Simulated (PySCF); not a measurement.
# UB3LYP/aug-cc-pVTZ run of OF (SMILES [O]F)

What is the vertical electron affinity of OF at UB3LYP/aug-cc-pVTZ? The job is set up through a Python script.

The calculation is run with PySCF 2.14.0.

1 further run of the same task is left out (set aside as unsound or not needed). Runs told in other sessions of the task aren't counted.

## Step 1: The structure to begin with

OF has 2 atoms, charge 0, and is taken as a doublet. SMILES: `[O]F`. Geometry: relaxed at GFN2-xTB.

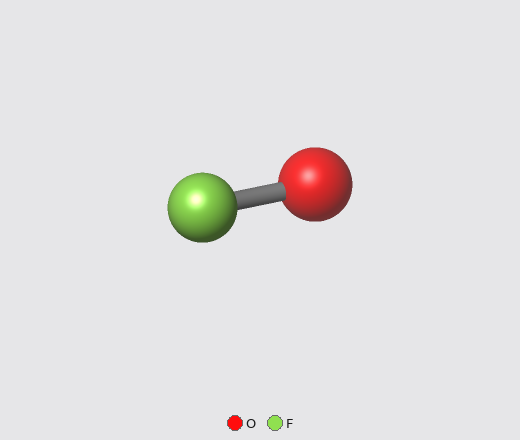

Viewed from a chosen angle; oxygen red, fluorine green.

## Step 2: The energy at UB3LYP/aug-cc-pVTZ

Contents of calc.py:

```python
from pyscf import gto, dft

mol = gto.Mole()
mol.atom = '''
O      0.000000     0.000000     0.000000
F      0.000000     0.000000     1.298450
'''
mol.spin = 1
mol.verbose = 4
mol.basis = 'aug-cc-pvtz'
mol.max_memory = 1860
mol.build()

mf = dft.UKS(mol, xc='b3lyp')
mf.conv_tol = 1e-10
mf.grids.level = 5
mf.kernel()
if not mf.converged:
    mf = mf.newton().run(mf.mo_coeff, mf.mo_occ)

energy = mf.e_tot
print('Final energy', energy)
```

On the command line:

```console
$ OMP_NUM_THREADS=1 python calc.py
```

Output:

```text
PySCF version 2.14.0

[INPUT] num. atoms = 2
[INPUT] num. electrons = 17
[INPUT] charge = 0
[INPUT] spin (= nelec alpha-beta = 2S) = 1
[INPUT] symmetry False subgroup None
[INPUT] Mole.unit = angstrom
[INPUT] Symbol           X                Y                Z      unit          X                Y                Z       unit  Magmom
[INPUT]  1 O      0.000000000000   0.000000000000   0.000000000000 AA    0.000000000000   0.000000000000   0.000000000000 Bohr   0.0
[INPUT]  2 F      0.000000000000   0.000000000000   1.298450000000 AA    0.000000000000   0.000000000000   2.453714886442 Bohr   0.0

nuclear repulsion = 29.3432624946975
number of shells = 26
number of NR pGTOs = 116
number of NR cGTOs = 92
basis = aug-cc-pvtz
ecp = {}

******** <class 'pyscf.dft.uks.UKS'> ********
method = UKS
initial guess = minao
damping factor = 0
level_shift factor = 0
DIIS = <class 'pyscf.scf.diis.CDIIS'>
diis_start_cycle = 1
diis_space = 8
diis_damp = 0
SCF conv_tol = 1e-10
SCF conv_tol_grad = None
SCF max_cycles = 50
direct_scf = True
direct_scf_tol = 1e-13
number electrons alpha = 9  beta = 8
XC library pyscf.dft.libxc version 7.0.0
    S. Lehtola, C. Steigemann, M. J.T. Oliveira, and M. A.L. Marques.,  SoftwareX 7, 1–5 (2018)
XC functionals = b3lyp
    P. J. Stephens, F. J. Devlin, C. F. Chabalowski, and M. J. Frisch.,  J. Phys. Chem. 98, 11623 (1994)
radial grids:
    Treutler-Ahlrichs [JCP 102, 346 (1995); DOI:10.1063/1.469408] (M4) radial grids

becke partition: Becke, JCP 88, 2547 (1988); DOI:10.1063/1.454033
pruning grids: <function nwchem_prune>
grids dens level: 5
symmetrized grids: False
atomic radii adjust function: <function treutler_atomic_radii_adjust>
small_rho_cutoff = 0
Set gradient conv threshold to 1e-05
tot grids = 86856
init E= -175.093991706918
[... the frontier-level lines of each cycle are left out ...]



cycle= 1 E= -174.931611988323  delta_E= 0.162  |g|= 0.207  |ddm|= 0.806
cycle= 2 E= -174.936145295452  delta_E= -0.00453  |g|= 0.182  |ddm|= 0.171
cycle= 3 E= -174.940999407131  delta_E= -0.00485  |g|= 0.133  |ddm|= 0.111
cycle= 4 E= -174.946210838407  delta_E= -0.00521  |g|= 0.023  |ddm|= 0.052
cycle= 5 E= -174.946402210429  delta_E= -0.000191  |g|= 0.00571  |ddm|= 0.012
cycle= 6 E= -174.946417872957  delta_E= -1.57e-05  |g|= 0.00196  |ddm|= 0.00403
cycle= 7 E= -174.946421074179  delta_E= -3.2e-06  |g|= 0.000556  |ddm|= 0.00212
cycle= 8 E= -174.946421297499  delta_E= -2.23e-07  |g|= 9.74e-05  |ddm|= 0.000618
cycle= 9 E= -174.94642130595  delta_E= -8.45e-09  |g|= 2.31e-05  |ddm|= 0.000119
cycle= 10 E= -174.946421306491  delta_E= -5.41e-10  |g|= 6.2e-06  |ddm|= 3.46e-05
cycle= 11 E= -174.946421306517  delta_E= -2.57e-11  |g|= 1.41e-06  |ddm|= 6.59e-06
Extra cycle  E= -174.946421306522  delta_E= -5.26e-12  |g|= 1.99e-06  |ddm|= 3.61e-06
converged SCF energy = -174.946421306522  <S^2> = 0.75325802  2S+1 = 2.0032554
Final energy -174.94642130652193
```

It took 7.2 s on 1 thread of Intel Xeon 6975P-C (Granite Rapids), shared host; peak memory 0.43 GiB.

## Step 3: The singlet anion, same level

Contents of input.py:

```python
from pyscf import gto, dft

mol = gto.Mole()
mol.atom = '''
O    0.000000   0.000000   0.000000
F    0.000000   0.000000   1.298450
'''
mol.spin = 0
mol.basis = 'aug-cc-pvtz'
mol.max_memory = 1860
mol.charge = -1
mol.verbose = 3
mol.build()

mf = dft.RKS(mol)
mf.xc = 'b3lyp'
mf.grids.level = 5
mf.conv_tol = 1e-10
mf.kernel()
if not mf.converged:
    mf = mf.newton().run(mf.mo_coeff, mf.mo_occ)

etot = mf.e_tot
print('E(%s) = %.9f' % ('B3LYP', etot))
```

On the command line:

```console
$ OMP_NUM_THREADS=1 python input.py
```

Output:

```text
converged SCF energy = -175.005927308826
E(B3LYP) = -175.005927309
```

Run time: 4.5 s. Hardware: 1 thread of Intel Xeon 6975P-C (Granite Rapids), shared host; peak memory 0.42 GiB.

## Step 4: What came out

At UB3LYP/aug-cc-pVTZ:

```
                                                            quantity          value
                                            doublet OF: total energy  -174.94642 Eh
                                           doublet OF: dipole moment         0.19 D
                      doublet OF: HOMO energy (highest over α and β)       -8.71 eV
                       doublet OF: LUMO energy (lowest over α and β)       -5.08 eV
                                                    doublet OF: ⟨S²⟩          0.753
                                         singlet anion: total energy  -175.00593 Eh
                                          singlet anion: HOMO energy        1.52 eV
                                          singlet anion: LUMO energy        5.94 eV
singlet anion: HOMO–LUMO gap (to an unbound level, set by the basis)        4.41 eV
                   vertical electron affinity (to the singlet anion)       1.619 eV
```

What this shows: At fixed nuclei the extra electron is bound by 1.62 eV (156 kJ/mol). The HOMO (singlet anion) lies at positive energy, 1.52 eV, from the functional's self-interaction, a short basis or an electron that isn't bound; only total energies against the neutral tell.
